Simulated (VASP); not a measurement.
Band structure of InAu$_{3}$ (space group Pmmn). Method: PBEsol GGA, VASP's PBE PAW potentials (set 64) (plane waves; VASP).

Unless said otherwise, spin-orbit coupling is left out, though it shifts the bands of the heavy elements here.

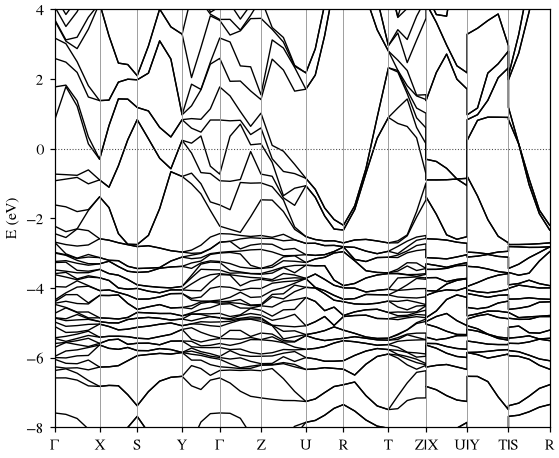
*Bands along high-symmetry lines, zero at the valence-band maximum or, without a gap, the Fermi level*

Q: Read the plot: is there a gap, and where are the band edges?

A: It has no gap at this level: it comes out as a metal or semimetal.

The structure comes from a computed database's InAu3 entry (Pmmn); how it stands against other phases isn't given here. The cell was not relaxed at this level. The k-mesh is coarse (spacing up to 0.43 per Å, 2π included), so the numbers may not be converged in it.
